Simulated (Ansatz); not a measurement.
# HOCN (cyanic acid): levels of theory compared

Wanted: a comparison of 6 runs (B2PLYP/STO-3G, CAM-B3LYP/STO-3G, r2SCAN0/STO-3G, wB97M-V/STO-3G, UMP2/STO-3G, CCSDTQ/STO-3G) of HOCN (cyanic acid). 

The results are computed with Ansatz 0.2.0.

71 further runs of the same task are left out: 2 that didn't finish, 69 set aside as unsound or not needed.

### Step 1. The structure to begin with

HOCN has 4 atoms, charge 0, and is taken as a singlet. SMILES: `N#CO`. The O3–C2 distance was set to 1.935 Å, away from the relaxed value.

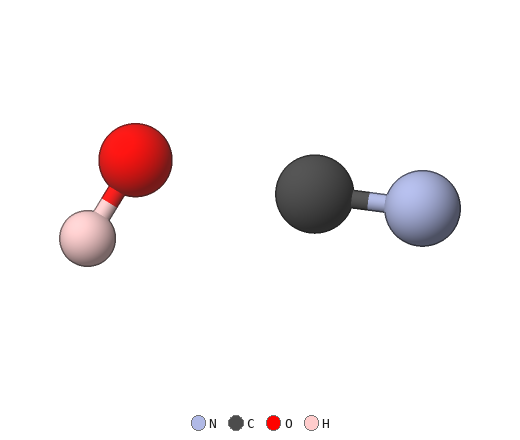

The structure, seen from a chosen angle (nitrogen light blue, carbon dark grey, oxygen red, hydrogen pink).

### Step 2. The energy at B2PLYP/STO-3G (run 1)

Contents of in.yaml:

```yaml
crystal:
  periodic: [false, false, false]
  atoms:
    - {symbol: N, position_ang: [-1.838082, -0.326392, 1.264412]}
    - {symbol: C, position_ang: [-0.926962, -0.090562, 0.598852]}
    - {symbol: O, position_ang: [0.558270, 0.398850, -0.541130]}
    - {symbol: H, position_ang: [1.216640, -0.308160, -0.562170]}
basis:
  gaussian:
    orbitals: STO-3G
accuracy: high
hamiltonian:
  xc: {name: B2PLYP}
correlation:
  frozen_orbitals: {C: 1, H: 0, "N": 1, O: 1}
```

Started as:

```
$ ansatz run in.yaml --threads 1 --pin off --max-ram 3480MiB --events-out events.jsonl --progress --plain --runs-dir runs
```

Log:

```text
Warning: RAYON_NUM_THREADS=1 ignored (pool sized by the plan → 1); use --threads N
Functional definition: B2PLYP
  name "B2PLYP"
  parameter a = 0.53
  parameter c = 0.27
  exchange = (1 - a)*b88_x + a*exact_x
  correlation = (1 - c)*lyp_c + c*(mp2_os + mp2_ss)
268 factors; integrals over basis functions are off by at most 1.2e-8 eV
mean field evaluation 1: about -4512.9364 eV, gradient 3.1e1 eV
mean field evaluation 2: about -4512.9101 eV, gradient 3.1e1 eV
mean field evaluation 4: about -4515.6656 eV, gradient 3.7e0 eV
mean field evaluation 8: about -4515.7207 eV, gradient 3.8e-2 eV
mean field evaluation 16: about -4515.7207 eV, gradient 4.2e-6 eV
mean field -4515.72072128 eV, -165.9496756418 hartree, gradient 4.8e-8 eV, S^2 0.000000; 0 other end points of the search recorded, 0 dependent functions left out; unrestricted orbitals would lower it
3 core orbitals not correlated: weight in the atoms' cores, before any rotation towards them, 1.000 or more for the frozen orbitals, at most 0.000 for the correlated occupied ones
reference -4515.72073530 eV, -165.9496761567 hartree; 8, 8 occupied and 5, 5 virtual orbitals, 268 factors
second order -8.25963737 eV of doubles, -0.00000000 eV of singles
Total energy: -4517.95083739 eV, -166.0316308969 hartree
```

Run time: 0.56 s. Hardware: 1 thread of Intel Xeon 6975P-C (Granite Rapids), shared host.

### Step 3. The energy at CAM-B3LYP/STO-3G (run 2)

Contents of input.yaml:

```yaml
crystal:
  periodic: [false, false, false]
  atoms:
    - {symbol: "N", position_ang: [-1.838082, -0.326392, 1.264412]}
    - {symbol: C, position_ang: [-0.926962, -0.090562, 0.598852]}
    - {symbol: O, position_ang: [0.558270, 0.398850, -0.541130]}
    - {symbol: H, position_ang: [1.216640, -0.308160, -0.562170]}
basis:
  gaussian:
    orbitals: STO-3G
accuracy: high
hamiltonian:
  xc: {name: CAM-B3LYP}
```

Started as:

```
$ ansatz run input.yaml --threads 1 --pin off --max-ram 3480MiB --events-out events.jsonl --progress --plain --runs-dir runs
```

Log:

```text
Warning: RAYON_NUM_THREADS=1 ignored (pool sized by the plan → 1); use --threads N
Functional definition: CAM-B3LYP
  name "CAM-B3LYP"
  parameter alpha = 0.19
  parameter beta = 0.46
  parameter omega = 0.33/bohr
  parameter ac = 0.81
  exchange = (1 - alpha - beta)*b88_x + beta*b88_x_sr(omega) + alpha*exact_x + beta*exact_x_lr(omega)
  correlation = (1 - ac)*vwn5_c + ac*lyp_c
268 factors; integrals over basis functions are off by at most 1.2e-8 eV
142 factors; integrals over basis functions are off by at most 6.4e-10 eV
mean field evaluation 1: about -4518.6575 eV, gradient 3.1e1 eV
mean field evaluation 2: about -4512.5262 eV, gradient 6.1e1 eV
mean field evaluation 4: about -4521.3852 eV, gradient 1.8e0 eV
mean field evaluation 8: about -4521.3341 eV, gradient 6.6e-2 eV
mean field evaluation 16: about -4521.3341 eV, gradient 2.7e-6 eV
mean field -4521.33410099 eV, -166.1559635412 hartree, gradient 6.7e-8 eV, S^2 0.000000; 0 other end points of the search recorded, 0 dependent functions left out
reference -4521.33411157 eV, -166.1559639299 hartree; 11, 11 occupied and 5, 5 virtual orbitals, 268 factors
Total energy: -4521.33411157 eV, -166.1559639299 hartree
```

Run time: 0.48 s. Hardware: 1 thread of Intel Xeon 6975P-C (Granite Rapids), shared host.

Runs 3 to 5 aren't shown in full; the table further down has their settings and results.

### Step 4. The energy at CCSDTQ/STO-3G (run 6)

Contents of run.yaml:

```yaml
crystal:
  periodic: [false, false, false]
  atoms:
    - {symbol: "N", position_ang: [-1.838082, -0.326392, 1.264412]}
    - {symbol: C, position_ang: [-0.926962, -0.090562, 0.598852]}
    - {symbol: O, position_ang: [0.558270, 0.398850, -0.541130]}
    - {symbol: H, position_ang: [1.216640, -0.308160, -0.562170]}
basis:
  gaussian: {orbitals: STO-3G}
correlation: {method: ccsdtq, frozen_orbitals: {C: 1, H: 0, "N": 1, O: 1}}
accuracy: high
scf: {omitted_lower_state_checks: [cluster_reference, increment]}
```

Started as:

```
$ ansatz run run.yaml --threads 1 --pin off --max-ram 3480MiB --events-out events.jsonl --progress --plain --runs-dir runs
```

Log:

```text
Warning: RAYON_NUM_THREADS=1 ignored (pool sized by the plan → 1); use --threads N
[... 11 lines left out ...]
3 core orbitals not correlated: weight in the atoms' cores, before any rotation towards them, 1.000 or more for the frozen orbitals, at most 0.000 for the correlated occupied ones
[... 34 lines left out ...]
Total energy: -4506.81786444 eV, -165.6225016874 hartree
Checks for a lower state left out: cluster_reference, increment
```

Wall time 5.4 s (1 thread of Intel Xeon 6975P-C (Granite Rapids), shared host); peak memory 0.13 GiB.

### Step 5. All runs side by side

| run | level | frozen core orbitals | energy (Eh) | wall time |
| --- | --- | --- | --- | --- |
| 1 | B2PLYP/STO-3G | 3 | -166.031631 | 0.56 s |
| 2 | CAM-B3LYP/STO-3G | – | -166.155964 | 0.48 s |
| 3 | r2SCAN0/STO-3G | – | -166.159466 | 0.9 s |
| 4 | wB97M-V/STO-3G | – | -166.251707 | 4.5 s |
| 5 | UMP2/STO-3G | 3 | -165.531630 | 0.22 s |
| 6 | CCSDTQ/STO-3G | 3 | -165.622502 | 5.4 s |

### Step 6. Results

| quantity | value |
| --- | --- |
| run 6: total energy | -165.62250 Eh |
| run 6: correlation energy (3 core orbitals frozen) | -265.2 mEh |
| run 6: T1 diagnostic | 0.019 |

Totals of different functionals can't be ranked against each other. In runs 1, 6 the log says that unrestricted orbitals would lower the reference, so the values rest on an unstable closed-shell determinant (other closed-shell runs at this shape may share the fault). In runs 1, 2, 3, 4, 5, 6 the basis is minimal, so the values are rough. Spin contamination of the reference: run 5 ⟨S²⟩ = 1.07. Where it is this large, the reference is a mixture of spin states, and values that rest on it are in doubt. All runs together took 12 s, the longest 5.4 s.
